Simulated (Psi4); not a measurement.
**CO (charge +1): geometry relaxation (part 3 of 3)**

CO, charge +1, multiplicity 2; wB97X-D/pcseg-1, UKS (Psi4 1.11). The starting geometry was optimised with wB97X-D/pcseg-1.

Geometry of the input (Å):
```
C  0.4835  -0.2132  0.1941
O  -0.4814  0.1922  -0.2304
```

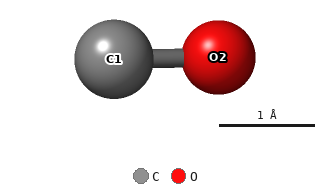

Fig. 1: The geometry at step 2 of the log (ball-and-stick view, seen on its broad side; atoms are numbered from 1 in the order of the input).

**Output, continued**
```
	total time  =          2 seconds =       0.03 minutes

         ------------------------------------------------------------
                                   SCF GRAD
         ------------------------------------------------------------

  ==> Geometry <==

    Molecular point group: c1
    Full point group: C_inf_v

    Geometry (in Angstrom), charge = 1, multiplicity = 2:

       Center              X                  Y                   Z               Mass
    ------------   -----------------  -----------------  -----------------  -----------------
         C            0.000000000000    -0.000000000000     0.634250293239    12.000000000000
         O           -0.000000000000     0.000000000000    -0.475838958813    15.994914619570

  Nuclear repulsion =   22.881499001285480

   => Molecular Quadrature <=

    Radial Scheme          =       TREUTLER
    Pruning Scheme         =           NONE
    Nuclear Scheme         =       TREUTLER

    Blocking Scheme        =         OCTREE
    BS radius alpha        =              1
    Pruning alpha          =              1
    Radial Points          =             75
    Spherical Points       =            302
    Total Points           =          43193
    Total Blocks           =            391
    Max Points             =            252
    Max Functions          =             28
    Weights Tolerance      =       1.00E-15

  -Total Gradient:
     Atom            X                  Y                   Z
    ------   -----------------  -----------------  -----------------
       1       -0.000000000000    -0.000000000000    -0.000446867271
       2        0.000000000000     0.000000000000     0.000405179075

	total time  =          0 seconds =       0.00 minutes

    			-----------------------------------------

    			 OPTKING 3.0: for geometry optimizations

    			        with contributions from

    			-----------------------------------------

	                            ===> Fragment 1 <==

	 Z (Atomic Numbers)          Masses                          Geom
	       6.000000            12.000000          0.00000000 -0.00000000  1.19855935
	       8.000000            15.994915         -0.00000000  0.00000000 -0.89920531

	 - Coordinate -           - BOHR/RAD -       - ANG/DEG -
	 R(1,2)           =         2.097765           1.110089

	        --- Internal Coordinate Step in ANG or DEG, aJ/ANG or AJ/DEG ---
	-------------------------------------------------------------------------------
	           Coordinate      Previous         Force          Change          New
	           ----------      --------        ------          ------        ------
	               R(1,2)       1.11009        0.00351        0.00017       1.11026
	-------------------------------------------------------------------------------

	                                 ==> Convergence Check <==

	Measures of convergence in internal coordinates in au.

	Criteria marked as inactive (o), active & met (*), and active & unmet ( ).

	----------------------------------------------------------------------------------------------
	   Step    Total Energy     Delta E     Max Force     RMS Force      Max Disp      RMS Disp
	----------------------------------------------------------------------------------------------
	  Convergence Criteria     1.00e-06 *    3.00e-04 *             o    1.20e-03 *             o
	----------------------------------------------------------------------------------------------
	     3    -112.73266691   -1.24e-05      4.26e-04      4.26e-04 o    3.20e-04 *    3.20e-04 o  ~
	----------------------------------------------------------------------------------------------

Next Geometry in Ang
	Fragment 1 (Ang)

	    C   0.0000000000  -0.0000000000   0.6343349951
	    O  -0.0000000000   0.0000000000  -0.4759236607

    Structure for next step:
    Molecular point group: c1
    Full point group: C_inf_v

    Geometry (in Angstrom), charge = 1, multiplicity = 2:

    C            0.000000000000    -0.000000000000     0.634347082176
    O           -0.000000000000     0.000000000000    -0.475911573595

gradient() will perform analytic gradient computation.

  ==> Geometry <==

    Molecular point group: c1
    Full point group: C_inf_v

    Geometry (in Angstrom), charge = 1, multiplicity = 2:

       Center              X                  Y                   Z               Mass
    ------------   -----------------  -----------------  -----------------  -----------------
         C            0.000000000000    -0.000000000000     0.634347082176    12.000000000000
         O           -0.000000000000     0.000000000000    -0.475911573595    15.994914619570

  Running in c1 symmetry.

  Rotational constants: A = ************  B =      1.99464  C =      1.99464 [cm^-1]
  Rotational constants: A = ************  B =  59797.74943  C =  59797.74943 [MHz]
  Nuclear repulsion =   22.878007732821835

  Charge       = 1
  Multiplicity = 2
  Electrons    = 13
  Nalpha       = 7
  Nbeta        = 6

   => Auxiliary Basis Set <=

  Basis Set: (PCSEG-1 AUX)
    Blend: DEF2-UNIVERSAL-JKFIT
    Number of shells: 50
    Number of basis functions: 152
    Number of Cartesian functions: 182
    Spherical Harmonics?: true
    Max angular momentum: 4

  Cached 100.0% of DFT collocation blocks in 0.034 [GiB].

  Minimum eigenvalue in the overlap matrix is 2.4932130885E-02.
  Reciprocal condition number of the overlap matrix is 7.7494758791E-03.
    Using symmetric orthogonalization.

  ==> Iterations <==

                           Total Energy        Delta E     RMS |[F,P]|

   @DF-UKS iter   0:  -112.73229532763510   -1.12732e+02   2.64714e-05
   @DF-UKS iter   1:  -112.73266695245810   -3.71625e-04   5.52805e-06 DIIS
   @DF-UKS iter   2:  -112.73266694907760    3.38051e-09   7.31299e-06 DIIS
   @DF-UKS iter   3:  -112.73266696291999   -1.38424e-08   1.38706e-06 DIIS
   @DF-UKS iter   4:  -112.73266696363139   -7.11395e-10   2.74270e-07 DIIS
   @DF-UKS iter   5:  -112.73266696374264   -1.11257e-10   6.25983e-08 DIIS
   @DF-UKS iter   6:  -112.73266696375336   -1.07150e-11   9.64504e-09 DIIS
  Energy and wave function converged.

  ==> Post-Iterations <==

   Electrons on quadrature grid:
      Nalpha   =    6.9999998280 ; deviation = -1.720e-07
      Nbeta    =    5.9999997856 ; deviation = -2.144e-07
      Ntotal   =   12.9999996136 ; deviation = -3.864e-07

   @Spin Contamination Metric:   2.112495567E-02
   @S^2 Expected:                7.500000000E-01
   @S^2 Observed:                7.711249557E-01
   @S   Expected:                5.000000000E-01
   @S   Observed:                5.000000000E-01

    Orbital Energies [Eh]
    ---------------------

    Alpha Occupied:

       1A    -19.765523     2A    -10.908637     3A     -1.681774
       4A     -1.060431     5A     -0.954424     6A     -0.954424
       7A     -0.952428

    Alpha Virtual:

       8A     -0.345258     9A     -0.345258    10A      0.003746
      11A      0.162096    12A      0.162096    13A      0.195552
      14A      0.456002    15A      0.503821    16A      0.621049
      17A      0.621049    18A      1.212250    19A      1.212256
      20A      1.277638    21A      1.277638    22A      1.323012
      23A      1.952677    24A      1.952679    25A      2.097852
      26A      2.559424    27A      2.559424    28A      2.895132

    Beta Occupied:

       1A    -19.767284     2A    -10.887164     3A     -1.674799
       4A     -1.023473     5A     -0.948385     6A     -0.948385

    Beta Virtual:

       7A     -0.568014     8A     -0.298665     9A     -0.298665
      10A      0.011818    11A      0.180026    12A      0.180026
      13A      0.270948    14A      0.482676    15A      0.530641
      16A      0.614489    17A      0.614489    18A      1.263152
      19A      1.263152    20A      1.325179    21A      1.337807
      22A      1.337807    23A      1.952214    24A      1.952215
      25A      2.151283    26A      2.583434    27A      2.583434
      28A      2.904240

    Final Occupation by Irrep:
              A
    DOCC [     6 ]
    SOCC [     1 ]
    NA   [     7 ]
    NB   [     6 ]

  @DF-UKS Final Energy:  -112.73266696375336

   => Energetics <=

    Nuclear Repulsion Energy =             22.8780077328218354
    One-Electron Energy =                -193.1715794217543021
    Two-Electron Energy =                  67.0718611067406272
    DFT Exchange-Correlation Energy =      -9.5109558000857000
    Empirical Dispersion Energy =          -0.0000005814758217
    VV10 Nonlocal Energy =                  0.0000000000000000
    Total Energy =                       -112.7326669637533598

  UHF NO Occupations:
  HONO-2 :    5  A 1.9948424
  HONO-1 :    6  A 1.9948424
  HONO-0 :    7  A 1.0000000
  LUNO+0 :    8  A 0.0051576
  LUNO+1 :    9  A 0.0051576
  LUNO+2 :   10  A 0.0002522
  LUNO+3 :   11  A 0.0000215

Computation Completed

Properties will be evaluated at   0.000000,   0.000000,   0.000000 [a0]

Properties computed using the SCF density matrix

 Multipole Moments:

 ------------------------------------------------------------------------------------
     Multipole            Electronic (a.u.)      Nuclear  (a.u.)        Total (a.u.)
 ------------------------------------------------------------------------------------

 L = 1.  Multiply by 2.5417464519 to convert [e a0] to [Debye]
 Dipole X            :         -0.0000000           -0.0000000           -0.0000000
 Dipole Y            :         -0.0000000            0.0000000           -0.0000000
 Dipole Z            :          1.1499455           -0.0022867            1.1476587
 Magnitude           :                                                    1.1476587

 ------------------------------------------------------------------------------------

	total time  =          1 seconds =       0.02 minutes

         ------------------------------------------------------------
                                   SCF GRAD
         ------------------------------------------------------------

  ==> Geometry <==

    Molecular point group: c1
    Full point group: C_inf_v

    Geometry (in Angstrom), charge = 1, multiplicity = 2:

       Center              X                  Y                   Z               Mass
    ------------   -----------------  -----------------  -----------------  -----------------
         C            0.000000000000    -0.000000000000     0.634347082176    12.000000000000
         O           -0.000000000000     0.000000000000    -0.475911573595    15.994914619570

  Nuclear repulsion =   22.878007732821835

   => Molecular Quadrature <=

    Radial Scheme          =       TREUTLER
    Pruning Scheme         =           NONE
    Nuclear Scheme         =       TREUTLER

    Blocking Scheme        =         OCTREE
    BS radius alpha        =              1
    Pruning alpha          =              1
    Radial Points          =             75
    Spherical Points       =            302
    Total Points           =          43193
    Total Blocks           =            391
    Max Points             =            252
    Max Functions          =             28
    Weights Tolerance      =       1.00E-15

  -Total Gradient:
     Atom            X                  Y                   Z
    ------   -----------------  -----------------  -----------------
       1       -0.000000000000    -0.000000000000     0.000006291265
       2       -0.000000000000     0.000000000000    -0.000054665985

	total time  =          0 seconds =       0.00 minutes

    			-----------------------------------------

    			 OPTKING 3.0: for geometry optimizations

    			        with contributions from

    			-----------------------------------------

	                            ===> Fragment 1 <==

	 Z (Atomic Numbers)          Masses                          Geom
	       6.000000            12.000000          0.00000000 -0.00000000  1.19874225
	       8.000000            15.994915         -0.00000000  0.00000000 -0.89934253

	 - Coordinate -           - BOHR/RAD -       - ANG/DEG -
	 R(1,2)           =         2.098085           1.110259

	        --- Internal Coordinate Step in ANG or DEG, aJ/ANG or AJ/DEG ---
	-------------------------------------------------------------------------------
	           Coordinate      Previous         Force          Change          New
	           ----------      --------        ------          ------        ------
	               R(1,2)       1.11026       -0.00025       -0.00001       1.11025
	-------------------------------------------------------------------------------

	                                 ==> Convergence Check <==

	Measures of convergence in internal coordinates in au.

	Criteria marked as inactive (o), active & met (*), and active & unmet ( ).

	----------------------------------------------------------------------------------------------
	   Step    Total Energy     Delta E     Max Force     RMS Force      Max Disp      RMS Disp
	----------------------------------------------------------------------------------------------
	  Convergence Criteria     1.00e-06 *    3.00e-04 *             o    1.20e-03 *             o
	----------------------------------------------------------------------------------------------
	     4    -112.73266696   -5.78e-08 *    3.05e-05 *    3.05e-05 o    2.29e-05 *    2.29e-05 o  ~
	----------------------------------------------------------------------------------------------

Next Geometry in Ang
	Fragment 1 (Ang)

	    C   0.0000000000  -0.0000000000   0.6343410186
	    O  -0.0000000000   0.0000000000  -0.4759055100

    Final optimized geometry and variables:
    Molecular point group: c1
    Full point group: C_inf_v

    Geometry (in Angstrom), charge = 1, multiplicity = 2:

    C            0.000000000000    -0.000000000000     0.634347082176
    O           -0.000000000000     0.000000000000    -0.475911573595

  Variable Map:
  ----------------------------------------------------------------------------
  "CURRENT ENERGY"                       =>    -112.732666963753
  "CURRENT REFERENCE ENERGY"             =>    -112.732666963753
  "DD SOLVATION ENERGY"                  =>       0.000000000000
  "DFT FUNCTIONAL TOTAL ENERGY"          =>    -112.732666382278
  "DFT TOTAL ENERGY"                     =>    -112.732666963753
  "DFT VV10 ENERGY"                      =>       0.000000000000
  "DFT XC ENERGY"                        =>      -9.510955800086
  "DISPERSION CORRECTION ENERGY"         =>      -0.000000581476
  "GRID ELECTRONS ALPHA"                 =>       6.999999827961
  "GRID ELECTRONS BETA"                  =>       5.999999785614
  "GRID ELECTRONS TOTAL"                 =>      12.999999613575
  "NUCLEAR REPULSION ENERGY"             =>      22.878007732822
  "ONE-ELECTRON ENERGY"                  =>    -193.171579421754
  "OPTIMIZATION ITERATIONS"              =>       4.000000000000
  "PCM POLARIZATION ENERGY"              =>       0.000000000000
  "PE ENERGY"                            =>       0.000000000000
  "SCF ITERATION ENERGY"                 =>    -112.732666963753
  "SCF ITERATIONS"                       =>       6.000000000000
  "SCF TOTAL ENERGY"                     =>    -112.732666963753
  "TWO-ELECTRON ENERGY"                  =>      67.071861106741
  "WB97X-D DISPERSION CORRECTION ENERGY" =>      -0.000000581476
  "XC GRID RADIAL POINTS"                =>      75.000000000000
  "XC GRID SPHERICAL POINTS"             =>     302.000000000000
  "XC GRID TOTAL POINTS"                 =>   43193.000000000000

  Array Variable Map:
  ----------------------------------------------------------------------------
  "-D GRADIENT"                          =>      -0.000000000000 ... 0.000001662867 2 by 3
  "CURRENT DIPOLE"                       =>      -0.000000000000 ... 1.147658707940 1 by 3
  "CURRENT GRADIENT"                     =>      -0.000000000000 ... -0.000054665985 2 by 3
  "DFT TOTAL GRADIENT"                   =>      -0.000000000000 ... -0.000054665985 2 by 3
  "SCF DIPOLE"                           =>      -0.000000000000 ... 1.147658707940 1 by 3
  "SCF TOTAL ENERGIES"                   =>    -112.732295327635 ... -112.732666963753 1 by 7
  "SCF TOTAL GRADIENT"                   =>      -0.000000000000 ... -0.000054665985 2 by 3

    Psi4 run time: 0:00:07.75

[set-up sections that repeat, and orbital energies of the middle runs, are left out above]
```

**Standard output**
```
Optimizer: Optimization complete!
```

**Trajectory as extended XYZ (Å, eV, eV/Å), 4 frames, from step=0 to step=3**
```
2
Properties=species:S:1:pos:R:3:forces:R:3 step=0 energy=-3067.58752
C     0.4835   -0.2132    0.1941   -2.1109   0.8869  -0.9286
O    -0.4814    0.1922   -0.2304    2.1379  -0.8982   0.9405
2
Properties=species:S:1:pos:R:3:forces:R:3 step=1 energy=-3067.61181
C     0.4752   -0.2097    0.1904   -0.2556   0.1074  -0.1124
O    -0.4752    0.1896   -0.2277    0.2614  -0.1098   0.1150
2
Properties=species:S:1:pos:R:3:forces:R:3 step=2 energy=-3067.61214
C     0.4741   -0.2093    0.1899    0.0196  -0.0083   0.0086
O    -0.4743    0.1892   -0.2273   -0.0178   0.0075  -0.0078
2
Properties=species:S:1:pos:R:3:forces:R:3 step=3 energy=-3067.61214
C     0.4741   -0.2093    0.1899   -0.0003   0.0001  -0.0001
O    -0.4744    0.1892   -0.2273    0.0024  -0.0010   0.0011
```

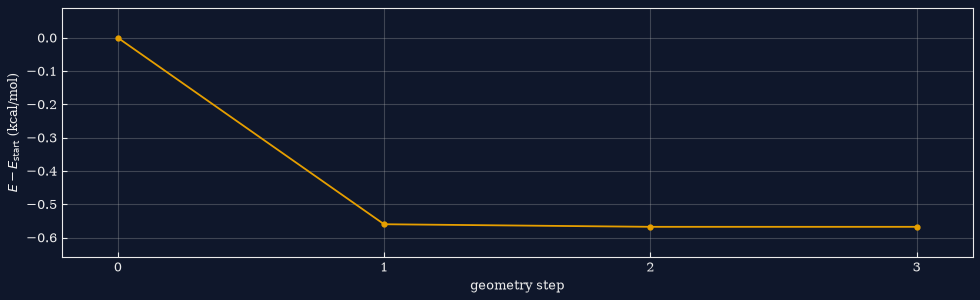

Fig. 2: Progress of the relaxation, step by step (steps are counted from 0). After 3 geometry steps the energy has fallen by 0.57 kcal/mol. Largest force component: 2.1 eV/Å at the start, 0.0024 eV/Å at the end. The largest moves after the best rigid fit, 0.010 Å, are those of C1 and O2. Largest moves by element: O 0.010 Å, C 0.010 Å. Distances before and after: C1–O2 1.129 → 1.110 Å. (Atoms are counted from 1 in the order of the input.)

**Key numbers**

- outcome: converged
- total energy: −112.732667 hartree
- dispersion energy: −0.000001 hartree
- ⟨S²⟩: 0.771
- wall time: 9.3 s
- peak memory: 0.26 GiB
